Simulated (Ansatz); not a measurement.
**CH5BN (SMILES B[N]C): UHF/3-21G**

What is the vertical ionisation energy of CH5BN at UHF/3-21G? 

The calculation is run with Ansatz 0.2.0.

61 further runs of the same task are left out: 61 set aside as unsound or not needed.

### 1 The molecule

CH5BN: 8 atoms, total charge 0, spin state doublet. SMILES: `B[N]C`. The shape is that of a PBE0-D4/def2-TZVP optimisation.

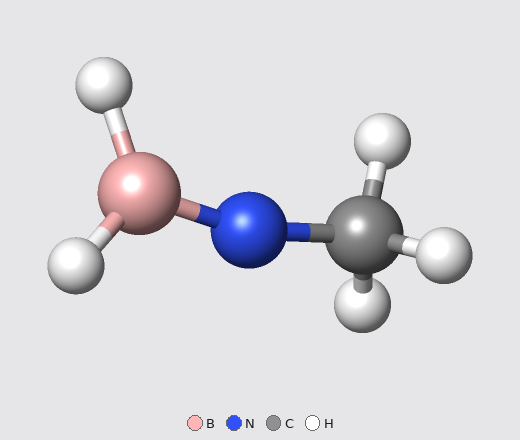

The structure, seen from a chosen angle (boron pink, nitrogen blue, carbon grey, hydrogen white).

### 2 The energy at UHF/3-21G

Contents of job.yaml:

```yaml
basis:
  gaussian: {orbitals: 3-21G.json}
crystal:
  periodic: [false, false, false]
  atoms:
    - {symbol: B, position_ang: [-0.373900, 1.096100, -0.965000]}
    - {symbol: "N", position_ang: [0.058500, 0.275600, -0.008700]}
    - {symbol: C, position_ang: [0.339600, -0.835900, 0.776800]}
    - {symbol: H, position_ang: [-1.007800, 0.632300, -1.885400]}
    - {symbol: H, position_ang: [-0.143000, 2.276400, -0.921600]}
    - {symbol: H, position_ang: [-0.096400, -0.755000, 1.778600]}
    - {symbol: H, position_ang: [1.416200, -1.018200, 0.865300]}
    - {symbol: H, position_ang: [-0.101000, -1.728600, 0.304400]}
accuracy: high
magnetization: {spin_polarized: true, initial_magnetization: 1}
output: {orbitals: {seedname: orbitals}}
hamiltonian: {xc: hf}
```

The basis set 3-21G is read from a file made from the Basis Set Exchange's data (not shown).

On the command line:

```bash
ansatz run job.yaml --threads 1 --pin off --max-ram 3480MiB --events-out events.jsonl --progress --plain --runs-dir runs
```

What it wrote:

```text
Warning: RAYON_NUM_THREADS=1 ignored (pool sized by the plan → 1); use --threads N
Functional definition: HF
  name "HF"
  exchange = exact_x
  correlation = 0
882 factors; integrals over basis functions are off by at most 3.5e-9 eV
mean field evaluation 1: about -3241.6200 eV, gradient 1.5e1 eV
mean field evaluation 2: about -3241.8742 eV, gradient 1.5e1 eV
mean field evaluation 4: about -3243.7628 eV, gradient 2.9e0 eV
mean field evaluation 8: about -3243.9043 eV, gradient 2.4e-1 eV
mean field evaluation 16: about -3243.9066 eV, gradient 2.9e-8 eV
mean field -3243.90660096 eV, -119.2113687864 hartree, gradient 2.8e-8 eV, S^2 0.782995; 0 other end points of the search recorded, 0 dependent functions left out
reference -3243.90660096 eV, -119.2113687864 hartree; 12, 11 occupied and 25, 26 virtual orbitals, 882 factors
Total energy: -3243.90660096 eV, -119.2113687864 hartree
```

Wall time 0.62 s (1 thread of Arm Neoverse N1, shared host).

### 3 The singlet cation at the same level

Contents of input.yaml:

```yaml
crystal:
  periodic: [false, false, false]
  atoms:
    - {symbol: B, position_ang: [-0.373900, 1.096100, -0.965000]}
    - {symbol: N, position_ang: [0.058500, 0.275600, -0.008700]}
    - {symbol: C, position_ang: [0.339600, -0.835900, 0.776800]}
    - {symbol: H, position_ang: [-1.007800, 0.632300, -1.885400]}
    - {symbol: H, position_ang: [-0.143000, 2.276400, -0.921600]}
    - {symbol: H, position_ang: [-0.096400, -0.755000, 1.778600]}
    - {symbol: H, position_ang: [1.416200, -1.018200, 0.865300]}
    - {symbol: H, position_ang: [-0.101000, -1.728600, 0.304400]}
basis:
  gaussian:
    orbitals: 3-21G.json
total_charge: 1
hamiltonian:
  xc: hf
accuracy: high
output:
  orbitals: {seedname: orbitals}
```

The basis set 3-21G is read from a file made from the Basis Set Exchange's data (not shown).

On the command line:

```bash
ansatz run input.yaml --threads 1 --pin off --max-ram 3480MiB --events-out events.jsonl --progress --plain --runs-dir runs
```

What it wrote:

```text
Warning: RAYON_NUM_THREADS=1 ignored (pool sized by the plan → 1); use --threads N
[... 4 set-up lines as earlier in the session ...]
881 factors; integrals over basis functions are off by at most 3.5e-9 eV
mean field evaluation 1: about -3229.8639 eV, gradient 3.7e1 eV
mean field evaluation 2: about -3229.8512 eV, gradient 3.7e1 eV
mean field evaluation 4: about -3234.1991 eV, gradient 4.6e0 eV
mean field evaluation 8: about -3234.4484 eV, gradient 1.7e-1 eV
mean field -3234.44857789 eV, -118.8637928494 hartree, gradient 1.7e-8 eV, S^2 0.000000; 0 other end points of the search recorded, 0 dependent functions left out
reference -3234.44857789 eV, -118.8637928494 hartree; 11, 11 occupied and 26, 26 virtual orbitals, 881 factors
Total energy: -3234.44857789 eV, -118.8637928494 hartree
```

Run time: 0.46 s. Hardware: 1 thread of Arm Neoverse N1, shared host.

### 4 Outcome

At UHF/3-21G:

```
                                          quantity          value
                       doublet CH5BN: total energy  -119.21137 Eh
 doublet CH5BN: HOMO energy (highest over α and β)      -10.40 eV
  doublet CH5BN: LUMO energy (lowest over α and β)        3.03 eV
                               doublet CH5BN: ⟨S²⟩          0.783
                      singlet cation: total energy  -118.86379 Eh
                       singlet cation: HOMO energy      -19.42 eV
                       singlet cation: LUMO energy       -7.47 eV
                     singlet cation: HOMO–LUMO gap       11.95 eV
vertical ionisation energy (to the singlet cation)       9.458 eV
```

**Reading.** Removing an electron at fixed nuclei costs 9.46 eV (913 kJ/mol). Only the singlet of the ionised species was computed; a triplet could lie lower.
